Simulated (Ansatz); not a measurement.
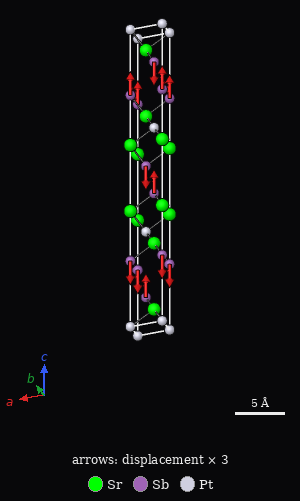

A relaxation of a crystal of Sr$_{2}$Sb$_{2}$Pt (built on the Bi2Te2S-166 type type). The starting structure is drawn; red arrows show the displacements (the part carried along by the change of the cell is left out), 3 times their true length.

Style: ball-and-stick. Shown: the conventional cell (3 times the calculation's cell), from a free direction. Lengths and directions refer to the drawn axes.

Level of theory: Ansatz 0.2.0, DFT, PBEsol, plane waves, PAW. Settings: plane-wave cutoff 420 eV; k-point mesh 6 × 6 × 6; occupations fermi dirac; smearing width 0.03 eV; no spin polarisation; cell and atoms relaxed; force threshold 0.01 eV/Å; at most 120 steps.

> Which element moves most?

Antimony: up to 0.85 Å, against 0.03 Å for strontium.

> What happened in the run?

The energy falls by 3.171 eV per cell of the calculation in 10 accepted moves (12 points after the start). The largest force component goes from 2.2 to 0.0019 eV/Å. The pressure goes from 2.64 to 0.00 GPa. The line search rejected the trial step at point 10 of the run. The SCF was repeated once at an unchanged geometry on a basis and grid sized afresh for the cell, which shifted the energy by 0.5 meV per cell of the calculation at most. The largest moves relative to the cell, 0.85 Å, are those of Sb atoms. Largest moves by element: Sb 0.85 Å, Sr 0.03 Å. Pt stays in place. Cell: a = b 4.265 → 4.276 Å (+0.3 %), c 31.187 → 30.301 Å (−2.8 %). Volume −2.3 %. Some distances before and after: Sb–Sb 4.193 → 2.935 Å, Sb–Sr 3.033 → 3.591 Å, Pt–Sr 3.010 → 2.969 Å. New bonds form: Sb–Sb (4.19 → 2.94 Å). Among the angles between lasting bonds that change: Sr–Sb–Sr 89.4° → 73.1°, Sb–Sr–Sb 89.4° → 73.1°, Sb–Sr–Pt 179.4° → 167.2°. The space group stays R-3m (No. 166).
